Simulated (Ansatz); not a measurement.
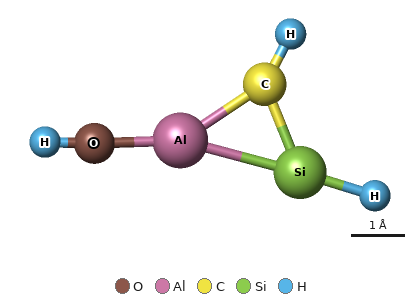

Figure 1. The structure as given in the input (ball-and-stick view, seen on its broad side). Sticks mark near contacts. Bond lengths as drawn: Al–C 1.96 Å, Al–O 1.66 Å, Al–Si 2.39 Å, C–H 1.09 Å, C–Si 1.82 Å, H–O 0.95 Å and H–Si 1.51 Å.

# Molecular dynamics, with input and output: CH3AlOSi (part 1 of 2)

- system: CH3AlOSi, SMILES [OH][Al]1[CH]=[SiH]1
- method: RKS BLYP-D4/def2-SVPD (Ansatz 0.2.0)

Figures and captions count atoms from 1; the log counts them from 0 in places.

**The program's output**
```
Functional definition: BLYP
  name "BLYP"
  cite "Becke, Phys. Rev. A 38, 3098 (1988) doi:10.1103/PhysRevA.38.3098"
  cite "Lee, Yang & Parr, Phys. Rev. B 37, 785 (1988) doi:10.1103/PhysRevB.37.785"
  parameter beta = 0.0042
  parameter a = 0.04918
  parameter b = 0.132
  parameter c = 0.2533
  parameter d = 0.349
  exchange = b88_x(beta = beta)
  correlation = lyp_c(a = a, b = b, c = c, d = d)
1003 factors; their error is unknown
mean field evaluation 1: about -17575.8904 eV, gradient 1.0e2 eV
mean field evaluation 2: about -17429.8794 eV, gradient 2.1e2 eV
mean field evaluation 4: about -17593.5961 eV, gradient 4.1e1 eV
mean field evaluation 8: about -17599.0885 eV, gradient 8.3e-1 eV
mean field evaluation 16: about -17599.0373 eV, gradient 1.2e-3 eV
mean field -17599.03726505 eV, -646.7526904346 hartree, gradient 2.6e-5 eV, S^2 0.000000; 0 other end points of the search recorded, 0 dependent functions left out
the calculation of the forces begins
reference -17599.03762197 eV, -646.7527035513 hartree; 22, 22 occupied and 93, 93 virtual orbitals, 1003 factors
md step     0: t =     0.00 fs  T =   300.0 K  F+E_penalty+E_count = -17599.35448052 eV  E_kin = 0.193890 eV  conserved = -17599.16059052 eV  (34 SCF iters)
these checks for a lower state are left out or cut short: starts, cluster_reference, orbital_swaps, neighbouring_geometries, increment
1003 factors; their error is unknown
mean field -17599.04219383 eV, -646.7528715639 hartree, gradient 2.3e-5 eV, S^2 0.000000; 0 other end points of the search recorded, 0 dependent functions left out
the calculation of the forces begins
reference -17599.04255100 eV, -646.7528846897 hartree; 22, 22 occupied and 93, 93 virtual orbitals, 1003 factors
md step     1: t =     0.25 fs  T =   307.4 K  F+E_penalty+E_count = -17599.35927940 eV  E_kin = 0.198678 eV  conserved = -17599.16060181 eV  (35 SCF iters)
[... from here on the SCF iterations and repeated set-up lines of each step are left out, up to the last step ...]
md step     2: t =     0.50 fs  T =   313.2 K  F+E_penalty+E_count = -17599.36302549 eV  E_kin = 0.202418 eV  conserved = -17599.16060767 eV  (36 SCF iters)
md step     3: t =     0.75 fs  T =   317.2 K  F+E_penalty+E_count = -17599.36562025 eV  E_kin = 0.205012 eV  conserved = -17599.16060815 eV  (36 SCF iters)
md step     4: t =     1.00 fs  T =   319.4 K  F+E_penalty+E_count = -17599.36705084 eV  E_kin = 0.206446 eV  conserved = -17599.16060391 eV  (35 SCF iters)
md step     5: t =     1.25 fs  T =   319.9 K  F+E_penalty+E_count = -17599.36738023 eV  E_kin = 0.206783 eV  conserved = -17599.16059580 eV  (36 SCF iters)
md step     6: t =     1.50 fs  T =   319.0 K  F+E_penalty+E_count = -17599.36673404 eV  E_kin = 0.206148 eV  conserved = -17599.16058477 eV  (35 SCF iters)
md step     7: t =     1.75 fs  T =   316.7 K  F+E_penalty+E_count = -17599.36528591 eV  E_kin = 0.204712 eV  conserved = -17599.16057173 eV  (35 SCF iters)
md step     8: t =     2.00 fs  T =   313.6 K  F+E_penalty+E_count = -17599.36324301 eV  E_kin = 0.202682 eV  conserved = -17599.16055753 eV  (35 SCF iters)
md step     9: t =     2.25 fs  T =   309.9 K  F+E_penalty+E_count = -17599.36083229 eV  E_kin = 0.200285 eV  conserved = -17599.16054268 eV  (35 SCF iters)
md step    10: t =     2.50 fs  T =   306.0 K  F+E_penalty+E_count = -17599.35828912 eV  E_kin = 0.197755 eV  conserved = -17599.16052835 eV  (35 SCF iters)
md step    11: t =     2.75 fs  T =   302.2 K  F+E_penalty+E_count = -17599.35584470 eV  E_kin = 0.195323 eV  conserved = -17599.16051490 eV  (35 SCF iters)
md step    12: t =     3.00 fs  T =   298.9 K  F+E_penalty+E_count = -17599.35371665 eV  E_kin = 0.193206 eV  conserved = -17599.16050292 eV  (35 SCF iters)
md step    13: t =     3.25 fs  T =   296.5 K  F+E_penalty+E_count = -17599.35209899 eV  E_kin = 0.191597 eV  conserved = -17599.16049296 eV  (35 SCF iters)
md step    14: t =     3.50 fs  T =   295.0 K  F+E_penalty+E_count = -17599.35115288 eV  E_kin = 0.190657 eV  conserved = -17599.16048558 eV  (35 SCF iters)
md step    15: t =     3.75 fs  T =   294.8 K  F+E_penalty+E_count = -17599.35099780 eV  E_kin = 0.190505 eV  conserved = -17599.16048124 eV  (35 SCF iters)
md step    16: t =     4.00 fs  T =   295.9 K  F+E_penalty+E_count = -17599.35170398 eV  E_kin = 0.191211 eV  conserved = -17599.16048039 eV  (35 SCF iters)
md step    17: t =     4.25 fs  T =   298.3 K  F+E_penalty+E_count = -17599.35328587 eV  E_kin = 0.192789 eV  conserved = -17599.16048315 eV  (35 SCF iters)
md step    18: t =     4.50 fs  T =   302.0 K  F+E_penalty+E_count = -17599.35569845 eV  E_kin = 0.195194 eV  conserved = -17599.16048970 eV  (35 SCF iters)
md step    19: t =     4.75 fs  T =   306.9 K  F+E_penalty+E_count = -17599.35883570 eV  E_kin = 0.198320 eV  conserved = -17599.16049983 eV  (34 SCF iters)
md step    20: t =     5.00 fs  T =   312.6 K  F+E_penalty+E_count = -17599.36253322 eV  E_kin = 0.202003 eV  conserved = -17599.16051330 eV  (34 SCF iters)
md step    21: t =     5.25 fs  T =   318.8 K  F+E_penalty+E_count = -17599.36657432 eV  E_kin = 0.206027 eV  conserved = -17599.16052938 eV  (34 SCF iters)
md step    22: t =     5.50 fs  T =   325.1 K  F+E_penalty+E_count = -17599.37070110 eV  E_kin = 0.210135 eV  conserved = -17599.16054718 eV  (34 SCF iters)
md step    23: t =     5.75 fs  T =   331.2 K  F+E_penalty+E_count = -17599.37462953 eV  E_kin = 0.214043 eV  conserved = -17599.16056532 eV  (34 SCF iters)
md step    24: t =     6.00 fs  T =   336.5 K  F+E_penalty+E_count = -17599.37806948 eV  E_kin = 0.217464 eV  conserved = -17599.16058261 eV  (34 SCF iters)
md step    25: t =     6.25 fs  T =   340.6 K  F+E_penalty+E_count = -17599.38074674 eV  E_kin = 0.220124 eV  conserved = -17599.16059740 eV  (34 SCF iters)
md step    26: t =     6.50 fs  T =   343.2 K  F+E_penalty+E_count = -17599.38242796 eV  E_kin = 0.221792 eV  conserved = -17599.16060816 eV  (34 SCF iters)
md step    27: t =     6.75 fs  T =   344.0 K  F+E_penalty+E_count = -17599.38294472 eV  E_kin = 0.222300 eV  conserved = -17599.16061349 eV  (34 SCF iters)
md step    28: t =     7.00 fs  T =   342.8 K  F+E_penalty+E_count = -17599.38221488 eV  E_kin = 0.221568 eV  conserved = -17599.16061243 eV  (34 SCF iters)
md step    29: t =     7.25 fs  T =   339.8 K  F+E_penalty+E_count = -17599.38025766 eV  E_kin = 0.219615 eV  conserved = -17599.16060435 eV  (35 SCF iters)
md step    30: t =     7.50 fs  T =   335.1 K  F+E_penalty+E_count = -17599.37720080 eV  E_kin = 0.216568 eV  conserved = -17599.16058983 eV  (35 SCF iters)
md step    31: t =     7.75 fs  T =   329.0 K  F+E_penalty+E_count = -17599.37327472 eV  E_kin = 0.212658 eV  conserved = -17599.16056977 eV  (36 SCF iters)
md step    32: t =     8.00 fs  T =   322.1 K  F+E_penalty+E_count = -17599.36879581 eV  E_kin = 0.208198 eV  conserved = -17599.16054610 eV  (37 SCF iters)
md step    33: t =     8.25 fs  T =   315.0 K  F+E_penalty+E_count = -17599.36413637 eV  E_kin = 0.203558 eV  conserved = -17599.16052131 eV  (37 SCF iters)
md step    34: t =     8.50 fs  T =   308.1 K  F+E_penalty+E_count = -17599.35968529 eV  E_kin = 0.199125 eV  conserved = -17599.16049828 eV  (37 SCF iters)
md step    35: t =     8.75 fs  T =   302.1 K  F+E_penalty+E_count = -17599.35580326 eV  E_kin = 0.195257 eV  conserved = -17599.16047982 eV  (37 SCF iters)
md step    36: t =     9.00 fs  T =   297.4 K  F+E_penalty+E_count = -17599.35277881 eV  E_kin = 0.192240 eV  conserved = -17599.16046830 eV  (36 SCF iters)
md step    37: t =     9.25 fs  T =   294.4 K  F+E_penalty+E_count = -17599.35079166 eV  E_kin = 0.190251 eV  conserved = -17599.16046524 eV  (36 SCF iters)
md step    38: t =     9.50 fs  T =   293.0 K  F+E_penalty+E_count = -17599.34988950 eV  E_kin = 0.189338 eV  conserved = -17599.16047126 eV  (37 SCF iters)
md step    39: t =     9.75 fs  T =   293.1 K  F+E_penalty+E_count = -17599.34998089 eV  E_kin = 0.189411 eV  conserved = -17599.16048511 eV  (34 SCF iters)
md step    40: t =    10.00 fs  T =   294.4 K  F+E_penalty+E_count = -17599.35084871 eV  E_kin = 0.190255 eV  conserved = -17599.16050517 eV  (37 SCF iters)
md step    41: t =    10.25 fs  T =   296.4 K  F+E_penalty+E_count = -17599.35217769 eV  E_kin = 0.191555 eV  conserved = -17599.16052885 eV  (37 SCF iters)
md step    42: t =    10.50 fs  T =   298.5 K  F+E_penalty+E_count = -17599.35359489 eV  E_kin = 0.192944 eV  conserved = -17599.16055337 eV  (37 SCF iters)
md step    43: t =    10.75 fs  T =   300.2 K  F+E_penalty+E_count = -17599.35471481 eV  E_kin = 0.194037 eV  conserved = -17599.16057557 eV  (36 SCF iters)
md step    44: t =    11.00 fs  T =   300.9 K  F+E_penalty+E_count = -17599.35518492 eV  E_kin = 0.194485 eV  conserved = -17599.16059332 eV  (37 SCF iters)
md step    45: t =    11.25 fs  T =   300.2 K  F+E_penalty+E_count = -17599.35472254 eV  E_kin = 0.194007 eV  conserved = -17599.16060491 eV  (36 SCF iters)
md step    46: t =    11.50 fs  T =   297.7 K  F+E_penalty+E_count = -17599.35314177 eV  E_kin = 0.192417 eV  conserved = -17599.16060918 eV  (37 SCF iters)
md step    47: t =    11.75 fs  T =   293.4 K  F+E_penalty+E_count = -17599.35036850 eV  E_kin = 0.189642 eV  conserved = -17599.16060629 eV  (37 SCF iters)
md step    48: t =    12.00 fs  T =   287.4 K  F+E_penalty+E_count = -17599.34644068 eV  E_kin = 0.185720 eV  conserved = -17599.16059642 eV  (37 SCF iters)
md step    49: t =    12.25 fs  T =   279.7 K  F+E_penalty+E_count = -17599.34150093 eV  E_kin = 0.180791 eV  conserved = -17599.16058169 eV  (36 SCF iters)
md step    50: t =    12.50 fs  T =   270.9 K  F+E_penalty+E_count = -17599.33577574 eV  E_kin = 0.175081 eV  conserved = -17599.16056314 eV  (36 SCF iters)
md step    51: t =    12.75 fs  T =   261.3 K  F+E_penalty+E_count = -17599.32955378 eV  E_kin = 0.168876 eV  conserved = -17599.16054232 eV  (36 SCF iters)
md step    52: t =    13.00 fs  T =   251.4 K  F+E_penalty+E_count = -17599.32315990 eV  E_kin = 0.162500 eV  conserved = -17599.16052106 eV  (36 SCF iters)
md step    53: t =    13.25 fs  T =   241.8 K  F+E_penalty+E_count = -17599.31692863 eV  E_kin = 0.156287 eV  conserved = -17599.16050077 eV  (36 SCF iters)
md step    54: t =    13.50 fs  T =   232.9 K  F+E_penalty+E_count = -17599.31118064 eV  E_kin = 0.150555 eV  conserved = -17599.16048272 eV  (35 SCF iters)
md step    55: t =    13.75 fs  T =   225.3 K  F+E_penalty+E_count = -17599.30620218 eV  E_kin = 0.145590 eV  conserved = -17599.16046789 eV  (36 SCF iters)
md step    56: t =    14.00 fs  T =   219.1 K  F+E_penalty+E_count = -17599.30222879 eV  E_kin = 0.141626 eV  conserved = -17599.16045700 eV  (36 SCF iters)
md step    57: t =    14.25 fs  T =   214.8 K  F+E_penalty+E_count = -17599.29943366 eV  E_kin = 0.138837 eV  conserved = -17599.16045042 eV  (37 SCF iters)
md step    58: t =    14.50 fs  T =   212.5 K  F+E_penalty+E_count = -17599.29792076 eV  E_kin = 0.137326 eV  conserved = -17599.16044839 eV  (35 SCF iters)
md step    59: t =    14.75 fs  T =   212.2 K  F+E_penalty+E_count = -17599.29772205 eV  E_kin = 0.137125 eV  conserved = -17599.16045084 eV  (36 SCF iters)
these checks for a lower state are left out or cut short: starts, cluster_reference, orbital_swaps, neighbouring_geometries, increment
1003 factors; their error is unknown
mean field -17598.98013164 eV, -646.7505908207 hartree, gradient 2.6e-5 eV, S^2 0.000000; 0 other end points of the search recorded, 0 dependent functions left out
the calculation of the forces begins
reference -17598.98048874 eV, -646.7506039437 hartree; 22, 22 occupied and 93, 93 virtual orbitals, 1003 factors
1003 factors; their error is unknown
mean field evaluation 512: about -17598.8108 eV, gradient 8.1e0 eV
mean field -17598.98013164 eV, -646.7505908207 hartree, gradient 2.6e-5 eV, S^2 0.000000; 1 other end points of the search recorded, 0 dependent functions left out
the calculation of the forces begins
reference -17598.98048874 eV, -646.7506039437 hartree; 22, 22 occupied and 93, 93 virtual orbitals, 1003 factors
md step    60: t =    15.00 fs  T =   213.8 K  F+E_penalty+E_count = -17599.29879868 eV  E_kin = 0.138196 eV  conserved = -17599.16045736 eV  (35 SCF iters)
```

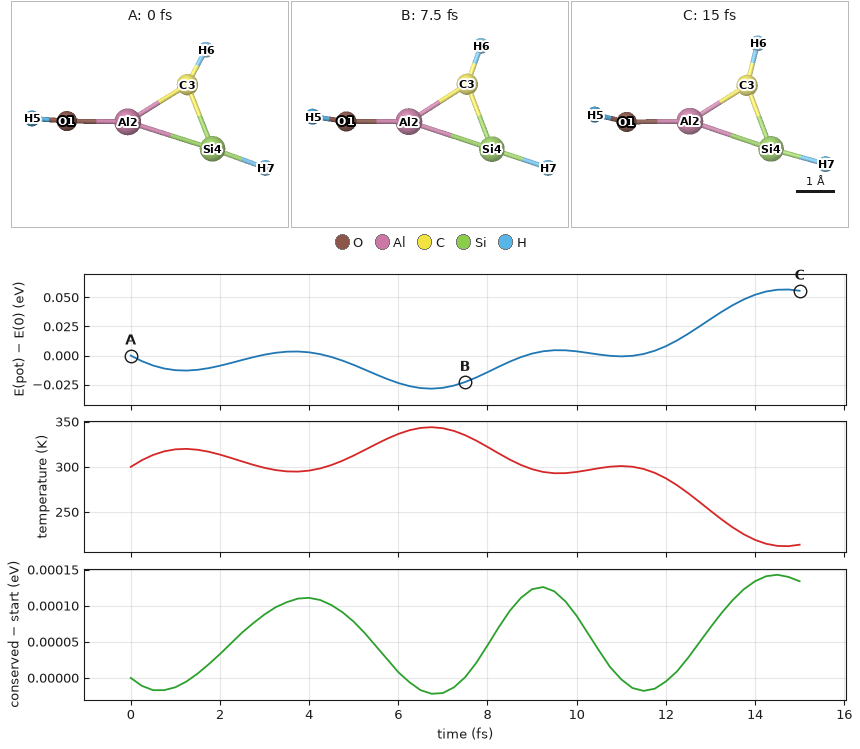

Figure 2. Frames of the molecular dynamics (ball-and-stick, seen at a tilt) above the curves, on which the letters mark them. The trajectory kept here has 61 frames over 15 fs. The temperature starts at 300 K, ranges from 212 to 344 K and averages 277 K over the second half. The potential energy ends 0.056 eV above its first value. The conserved quantity stays within 0.00017 eV. After an unweighted best fit of the last frame on the first, the root-mean-square displacement is 0.18 Å.
